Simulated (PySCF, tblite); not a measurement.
**C2H8BN3O: geometry, infrared bands and NMR shifts**

What infrared bands and NMR shifts should C2H8BN3O (`CNB(N)NC=O`) show?

The runs use tblite 0.8.0 and PySCF 2.14.0, with density-fitted response routines of our own; the level of theory stands in each step. All values are computed, except where a source is named. Atoms count from 0, in the outputs and in this text.

**1. The molecule as given**

15 atoms, charge 0, multiplicity 1; geometry from: force field or distance geometry start.

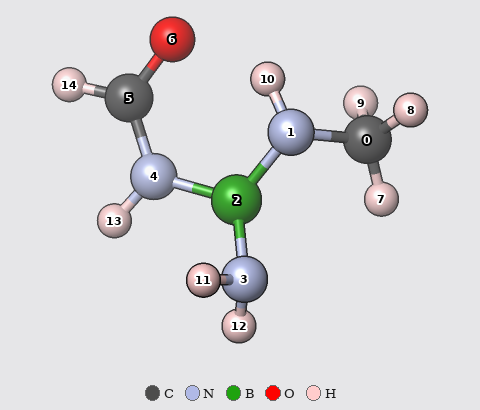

The starting geometry (carbon dark grey, nitrogen light blue, boron green, oxygen red, hydrogen pink), atoms numbered.

**2. Relaxing the molecule with GFN2-xTB**

What the job is given:

```
{"job": {"kind": "relax", "xc": "GFN2-xTB", "basis": "xTB"}, "charge": 0, "multiplicity": 1}
C      2.108100     0.102800     0.507900
N      0.684000     0.105100     0.868500
B     -0.169200    -0.581600    -0.184900
N     -0.274900    -2.107300    -0.234700
N     -1.385800     0.222900    -0.690900
C     -1.704100     1.517400    -0.229700
O     -1.022100     2.133700     0.647100
H      2.373900    -0.682800    -0.186800
H      2.670400     0.114100     1.455900
H      2.264300     1.099500     0.007900
H      0.417000     1.102500     0.973900
H     -1.156600    -2.382900     0.284800
H     -0.232700    -2.483200    -1.183600
H     -1.995100    -0.199300    -1.424500
H     -2.581500     2.047300    -0.632700
```

On the command line:

```sh
> OMP_NUM_THREADS=1 python probes_run.py task.json out
```

This one command runs all jobs of the session in turn.

Log:

```text
step      E/eV     max force
  0    -610.21242    3.946
  1    -610.71206    3.601
  2    -611.05676    1.391
  3    -611.21268    0.667
  4    -611.25278    0.564
  5    -611.29493    0.602
  6    -611.34692    0.804
  7    -611.37910    0.521
  8    -611.40343    0.441
  9    -611.43110    0.396
 10    -611.46030    0.606
 11    -611.48762    0.610
 12    -611.51406    0.455
 13    -611.54331    0.534
 14    -611.57794    0.524
 15    -611.61288    0.580
 16    -611.63944    0.402
 17    -611.65978    0.404
 18    -611.68225    0.498
 19    -611.70575    0.390
 20    -611.72401    0.336
 21    -611.73544    0.278
 22    -611.74562    0.300
 23    -611.75958    0.384
 24    -611.77527    0.309
 25    -611.78792    0.248
 26    -611.79740    0.224
 27    -611.80628    0.358
 28    -611.81564    0.317
 29    -611.82617    0.240
 30    -611.83691    0.276
 31    -611.84725    0.308
 32    -611.85856    0.243
 33    -611.86775    0.207
 34    -611.87504    0.324
 35    -611.88123    0.424
 36    -611.89068    0.264
 37    -611.89740    0.208
 38    -611.90328    0.225
 39    -611.91374    0.474
 40    -611.92957    0.642
 41    -611.94575    0.504
 42    -611.95797    0.491
 43    -611.95452    0.982
 44    -611.97544    0.371
 45    -611.98484    0.299
 46    -612.02917    1.284
 47    -612.06838    0.632
 48    -612.11065    0.659
 49    -612.15185    0.563
 50    -612.19288    0.422
 51    -612.20685    1.034
 52    -612.19507    1.230
 53    -612.23760    0.416
 54    -612.24309    0.612
 55    -612.25210    0.371
 56    -612.26704    0.188
 57    -612.27209    0.169
 58    -612.27669    0.178
 59    -612.27973    0.176
 60    -612.28255    0.199
 61    -612.28514    0.128
 62    -612.28763    0.115
 63    -612.28960    0.105
 64    -612.29069    0.078
 65    -612.29176    0.076
 66    -612.29264    0.089
 67    -612.29366    0.083
 68    -612.29465    0.073
 69    -612.29562    0.095
 70    -612.29662    0.104
 71    -612.29773    0.091
 72    -612.29879    0.074
 73    -612.29958    0.067
 74    -612.30008    0.058
 75    -612.30051    0.055
 76    -612.30086    0.043
 77    -612.30112    0.072
 78    -612.30131    0.046
 79    -612.30153    0.030
 80    -612.30169    0.026
 81    -612.30189    0.039
 82    -612.30214    0.044
 83    -612.30247    0.044
 84    -612.30279    0.039
 85    -612.30303    0.032
 86    -612.30317    0.023
 87    -612.30326    0.024
 88    -612.30336    0.024
 89    -612.30344    0.018
 90    -612.30348    0.014
 91    -612.30352    0.014
 92    -612.30355    0.016
 93    -612.30359    0.016
 94    -612.30362    0.015
 95    -612.30365    0.015
 96    -612.30368    0.018
 97    -612.30371    0.016
 98    -612.30374    0.011
 99    -612.30375    0.008
```

It took 0.52 s on 1 thread of Arm Neoverse V1, shared host; peak memory 0.18 GiB.

Along the way: (not every step is listed)

```
step  energy from step 0 (eV)  largest force (eV/Å)
   0                   0.0000                3.9463
   1                  -0.4996                3.6009
   2                  -0.8443                1.3911
   3                  -1.0003                0.6667
   4                  -1.0404                0.5637
   5                  -1.0825                0.6024
   6                  -1.1345                0.8036
   7                  -1.1667                0.5206
   8                  -1.1910                0.4411
  16                  -1.4270                0.4020
  24                  -1.5629                0.3091
  32                  -1.6461                0.2427
  40                  -1.7172                0.6423
  48                  -1.8982                0.6587
  56                  -2.0546                0.1883
  64                  -2.0783                0.0782
  72                  -2.0864                0.0737
  80                  -2.0893                0.0260
  88                  -2.0909                0.0239
  94                  -2.0912                0.0151
  95                  -2.0912                0.0149
  96                  -2.0913                0.0185
  97                  -2.0913                0.0164
  98                  -2.0913                0.0107
  99                  -2.0913                0.0083
```

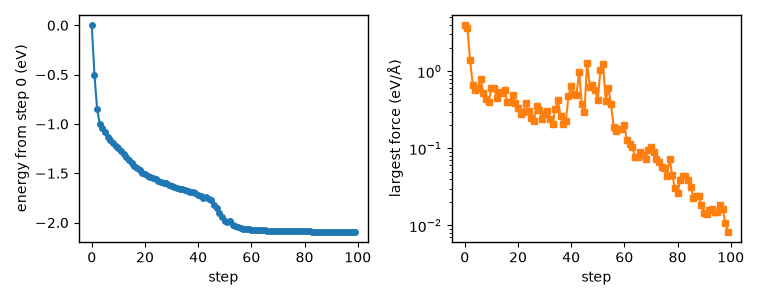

Energy and largest force along the relaxation.

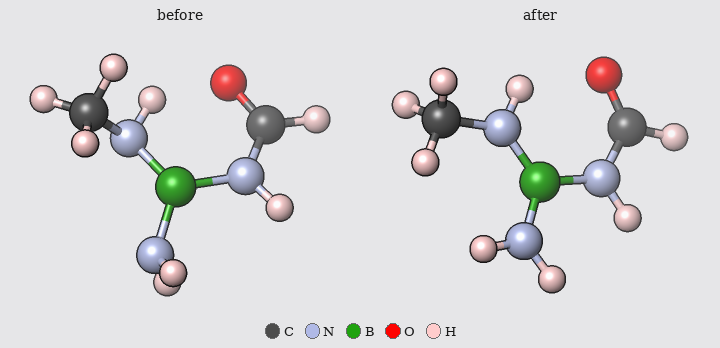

The geometry before (left) and after (right).

Distances of close pairs at the start and the end, largest changes first:

```
  bond  before (Å)  after (Å)  change (Å)
 N1–B2       1.520      1.393      -0.127
 B2–N3       1.530      1.409      -0.121
 B2–N4       1.544      1.475      -0.069
 N4–C5       1.411      1.344      -0.067
 C5–O6       1.270      1.210      -0.060
N3–H11       1.060      1.002      -0.057
N4–H13       1.043      1.008      -0.035
 C0–H9       1.126      1.095      -0.031
```

The next job starts from the end point, and lists it.

**3. Vibrational analysis with GFN2-xTB**

What the job is given:

```
{"job": {"kind": "ir", "xc": "GFN2-xTB", "basis": "xTB"}, "charge": 0, "multiplicity": 1}
C      2.134441    -0.050294     0.539026
N      0.770327     0.342210     0.294116
B     -0.304723    -0.408439    -0.176426
N     -0.245992    -1.776504    -0.508916
N     -1.610741     0.255265    -0.347967
C     -1.905733     1.545509    -0.115012
O     -1.144304     2.396223     0.286022
H      2.274013    -1.101280     0.292986
H      2.400586     0.095453     1.590950
H      2.825988     0.538807    -0.071598
H      0.583901     1.315705     0.494323
H     -1.029595    -2.297242    -0.854884
H      0.589425    -2.325324    -0.435136
H     -2.374827    -0.312931    -0.679340
H     -2.967177     1.790832    -0.330057
```

Log:

```text
mode    cm-1     km/mol
  1      55.7      0.01
  2      86.8      5.32
  3     131.1      5.74
  4     166.5     10.72
  5     246.7      0.23
  6     256.4      2.98
  7     309.7    197.05
  8     330.1      3.33
  9     415.5     13.37
 10     443.5      5.16
 11     507.6     30.58
 12     633.0     45.19
 13     662.9    224.38
 14     723.8      5.51
 15     765.5      7.76
 16     828.9     16.42
 17     936.7     16.71
 18    1083.1     23.62
 19    1103.9     43.44
 20    1112.5      0.82
 21    1196.6      9.47
 22    1205.0    112.33
 23    1326.4     15.19
 24    1403.7    360.23
 25    1414.5    124.59
 26    1415.0     91.29
 27    1483.4      3.50
 28    1489.8     79.29
 29    1511.1    100.10
 30    1547.2    291.73
 31    1754.1    576.93
 32    2724.3    211.02
 33    2920.4     55.45
 34    2947.6     72.40
 35    3022.6     38.34
 36    3414.3     39.40
 37    3460.2      0.32
 38    3537.7      1.17
 39    3576.0      0.74
```

Wall time 0.37 s (1 thread of Arm Neoverse V1, shared host); peak memory 0.18 GiB.

Which atoms move in the most intense modes:

```
cm⁻¹  km/mol                                 atoms
 310   197.1           H11 51 %, H12 27 %, N3 16 %
 663   224.4                              H10 82 %
1205   112.3                     H13 42 %, B2 24 %
1404   360.2  N4 29 %, H13 20 %, H14 16 %, B2 11 %
1414   124.6    H7 29 %, H8 19 %, H9 19 %, C0 15 %
1547   291.7  H12 28 %, H11 24 %, B2 17 %, N3 15 %
1754   576.9                      C5 64 %, O6 32 %
2724   211.0                              H14 94 %
```

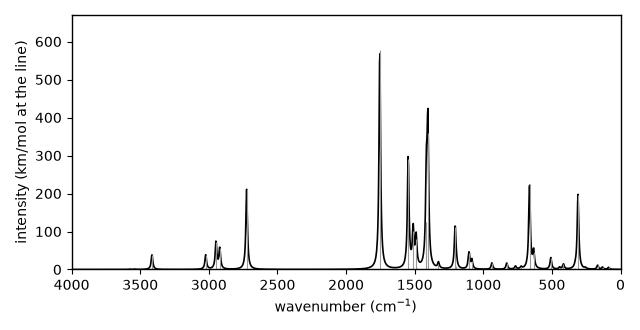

The infrared spectrum from these modes, unscaled. Lines are broadened to a width of 14 cm⁻¹ (Lorentzian).

**4. Nuclear shieldings: PBE0/pcSseg-1**

Same as in step 3 but for these lines:

```diff
@@ -1,2 +1,2 @@
-{"job": {"kind": "ir", "xc": "GFN2-xTB", "basis": "xTB"}, "charge": 0, "multiplicity": 1}
+{"job": {"kind": "nmr", "xc": "PBE0", "basis": "pcSseg-1"}, "charge": 0, "multiplicity": 1}
 C      2.134441    -0.050294     0.539026
```

Method: GIAO PBE0/pcSseg-1 NMR shielding, non-relativistic, gas phase.

Log:

```text
coarse grid: 12496 points
cycle   1  E = -344.8551923211  dE =  1.087e+00  |g| = 8.933e-01  |ddm| = 3.284e+00
cycle   2  E = -344.4107291637  dE =  4.445e-01  |g| = 1.743e+00  |ddm| = 2.128e+00
cycle   3  E = -345.0016043162  dE = -5.909e-01  |g| = 2.726e-01  |ddm| = 1.673e+00
cycle   4  E = -345.0161987482  dE = -1.459e-02  |g| = 8.078e-02  |ddm| = 2.335e-01
cycle   5  E = -345.0174194663  dE = -1.221e-03  |g| = 1.828e-02  |ddm| = 5.316e-02
cycle   6  E = -345.0174886721  dE = -6.921e-05  |g| = 5.342e-03  |ddm| = 1.373e-02
cycle   7  E = -345.0174942431  dE = -5.571e-06  |g| = 1.603e-03  |ddm| = 4.110e-03
final grid: 120784 points
cycle   8  E = -345.0581178453  dE = -1.522e-05  |g| = 1.419e-02  |ddm| = 2.363e-02
cycle   9  E = -345.0580357351  dE =  8.211e-05  |g| = 2.525e-02  |ddm| = 2.398e-02
cycle  10  E = -345.0581551466  dE = -1.194e-04  |g| = 3.258e-03  |ddm| = 1.713e-02
cycle  11  E = -345.0581572563  dE = -2.110e-06  |g| = 2.433e-04  |ddm| = 2.171e-03
cycle  12  E = -345.0581572665  dE = -1.024e-08  |g| = 1.310e-04  |ddm| = 2.514e-04
cycle  13  E = -345.0581572700  dE = -3.537e-09  |g| = 2.828e-05  |ddm| = 9.307e-05
cycle  14  E = -345.0581572702  dE = -1.471e-10  |g| = 1.121e-05  |ddm| = 2.553e-05
converged SCF energy = -345.0581572702

GIAO shielding tensors (ppm)
atom      isotropic    diamagn.    paramagn.     s11        s22        s33       span
  0 C      157.028     242.756     -85.728    133.536    152.790    184.757     51.221
  1 N      205.004     325.095    -120.092    156.957    223.315    234.738     77.781
  2 B       81.592     197.118    -115.525     49.543     91.740    103.493     53.950
  3 N      222.868     318.684     -95.816    194.538    219.043    255.023     60.485
  4 N      118.552     328.722    -210.170     -7.862    163.901    199.617    207.479
  5 C       20.128     242.195    -222.067    -74.519     43.158     91.745    166.264
  6 O      -97.189     403.602    -500.791   -401.783   -207.971    318.186    719.969
  7 H       29.239      30.494      -1.255     24.494     29.331     33.892      9.398
  8 H       28.744      28.198       0.546     23.551     26.690     35.992     12.441
  9 H       28.746      28.224       0.521     23.558     26.707     35.972     12.414
 10 H       26.507      35.348      -8.840     14.416     27.693     37.414     22.997
 11 H       30.295      32.407      -2.112     23.997     27.587     39.300     15.303
 12 H       29.957      32.854      -2.896     22.413     28.763     38.696     16.283
 13 H       27.218      33.840      -6.622     23.631     28.792     29.231      5.600
 14 H       23.274      25.056      -1.782     18.840     23.528     27.455      8.615
```

It took 27 s on 1 thread of Arm Neoverse V1, shared host; peak memory 0.73 GiB.

Shifts follow as δ = σ(reference) − σ, with reference shieldings (ppm) from runs at the same level and on the same kind of geometry: ¹H TMS 31.72, ¹³C TMS 186.9, ¹⁵N NH3 267.7, ¹⁷O H2O 336.1, ¹¹B BF3·OEt2 100.1. The references are single molecules in the gas phase, so shifts against H2O, NH3, PH3, H3PO4 or CFCl3 are not on the usual liquid scales and can be off by tens of ppm. Atoms listed in one row are averaged.

```
     atoms                              environment  σ (ppm)  δ (ppm)  δ scaled to CDCl3
        C5                    amide carbonyl carbon     20.1    166.8              160.9
        C0                methyl carbon bonded to N    157.0     29.9               27.3
       H14     hydrogen on an amide carbonyl carbon    23.27     8.44               8.07
       H10    hydrogen on a nitrogen bonded to C, B    26.51     5.21                  –
       H13       hydrogen on an amide-type nitrogen    27.22     4.50                  –
H7, H8, H9  hydrogen on a methyl carbon bonded to N    28.91     2.81               2.75
  H11, H12       hydrogen on a nitrogen bonded to B    30.13     1.59                  –
        N4                      amide-type nitrogen    118.6    149.2                  –
        N1               nitrogen bonded to C, B, H    205.0     62.7                  –
        N3                nitrogen bonded to B, 2 H    222.9     44.9                  –
        B2                      boron bonded to 3 N     81.6     18.5                  –
        O6               amide-type carbonyl oxygen    -97.2    433.3                  –
```

The scaled column applies a straight-line fit of computed shieldings to shifts measured in CDCl3 (root-mean-square error 0.16 ppm for H, 1.9 ppm for C).

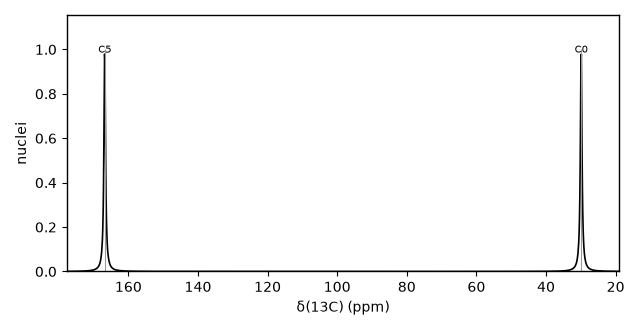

¹³C lines at the computed shifts, without couplings. Lines are broadened to a width of 0.55 ppm (Lorentzian).

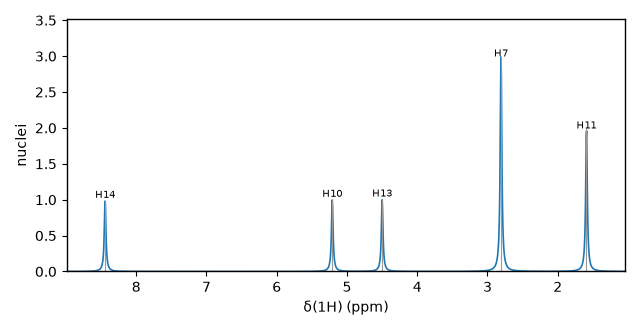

¹H lines at the computed shifts, without couplings. Lines are broadened to a width of 0.03 ppm (Lorentzian).

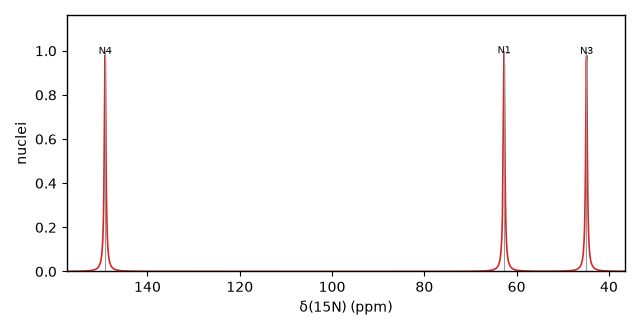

¹⁵N lines at the computed shifts, without couplings. Lines are broadened to a width of 0.42 ppm (Lorentzian).

Charges from the same density, by scheme (e):

```
atoms  Mulliken    IAO  Hirshfeld  ESP fit
   C0     -0.08  -0.29      -0.06    -0.17
   N1     -0.56  -0.44      -0.20    -0.57
   B2      0.56   0.34       0.19     0.78
   N3     -0.50  -0.61      -0.28    -1.13
   N4     -0.50  -0.41      -0.16    -0.78
   C5      0.39   0.32       0.14     0.56
   O6     -0.45  -0.48      -0.27    -0.56
```

ESP fit charges:

C0 -0.17; N1 -0.57; B2 0.78; N3 -1.13; N4 -0.78; C5 0.56; O6 -0.56; H7 0.09; H8 0.09; H9 0.09; H10 0.38; H11 0.41; H12 0.43; H13 0.37; H14 0.01

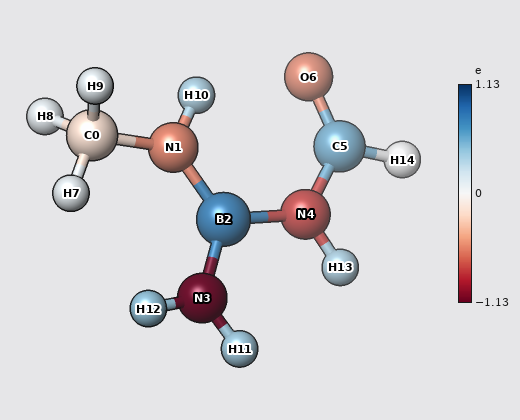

ESP fit charges, as colours on the atoms.

Mayer bond orders: C0–N1 0.98, N1–B2 1.24, B2–N3 1.19, B2–N4 0.91, N4–C5 1.22, C5–O6 1.87.

The fields below are evaluated on a grid from the run's orbitals.

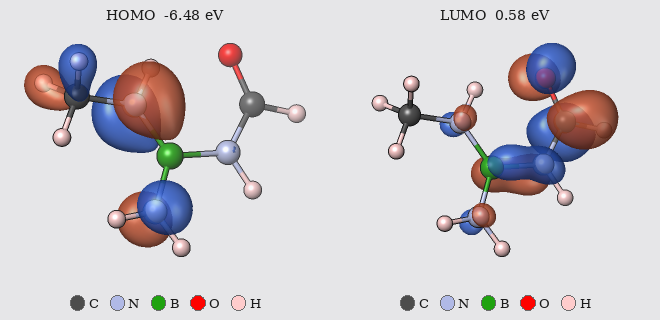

Frontier orbitals at PBE0/pcSseg-1; each surface holds 70 % of the orbital's density, blue and red mark the sign.

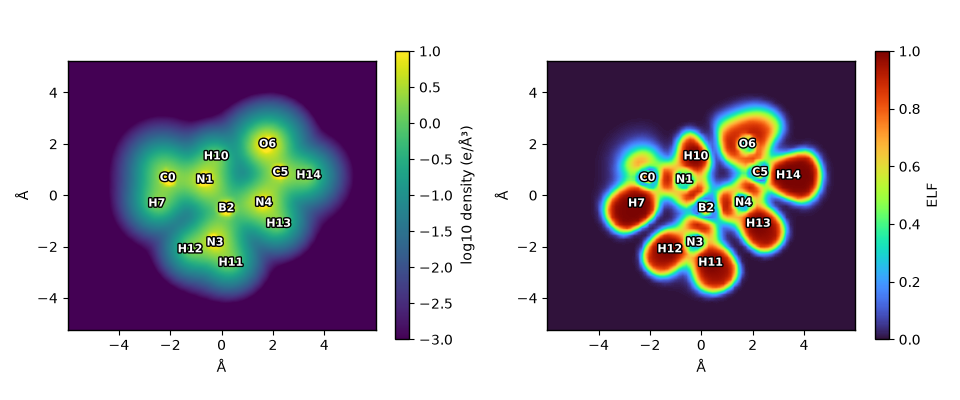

Density (left) and ELF (right) in a plane through or near 13 of the atoms.

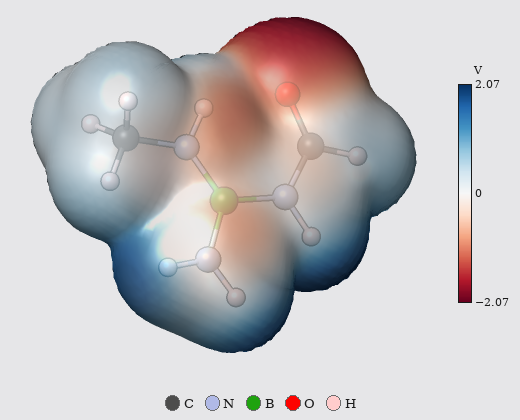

The potential that a unit positive charge feels on the 0.002 e/bohr³ surface, from -1.95 V near O6 to 2.07 V near H13.

**5. Summary of results**

```
                                                              quantity                             value
                             strongest single infrared mode (GFN2-xTB)             1754 cm⁻¹, 577 km/mol
                                          zero-point energy (GFN2-xTB)                     74.6 kcal/mol
                                ¹³C shifts against TMS (PBE0/pcSseg-1)                   166.8, 29.9 ppm
¹H shifts against TMS (PBE0/pcSseg-1, means over atoms taken as alike)  8.44, 5.21, 4.50, 2.81, 1.59 ppm
                                ¹⁵N shifts against NH3 (PBE0/pcSseg-1)             149.2, 62.7, 44.9 ppm
                           ¹¹B shifts against BF3·OEt2 (PBE0/pcSseg-1)                          18.5 ppm
                                ¹⁷O shifts against H2O (PBE0/pcSseg-1)                         433.3 ppm
                                 surface potential, least and greatest                -1.95 V and 2.07 V
```

What this shows: Over 99 steps the energy fell by 2.091 eV; of the close pairs, N1–B2 changed most, 1.520 to 1.393 Å. All 39 modes are real, so the xTB geometry is a minimum. The strongest single mode, at 1754 cm⁻¹, moves mainly C5 and O6. GFN2-xTB is a fitted tight-binding method: band positions and strengths are rough. Its intensities can rank the bands wrongly. At PBE0/pcSseg-1: The largest span, 720 ppm, is at O6, where the paramagnetic term is -501 ppm.
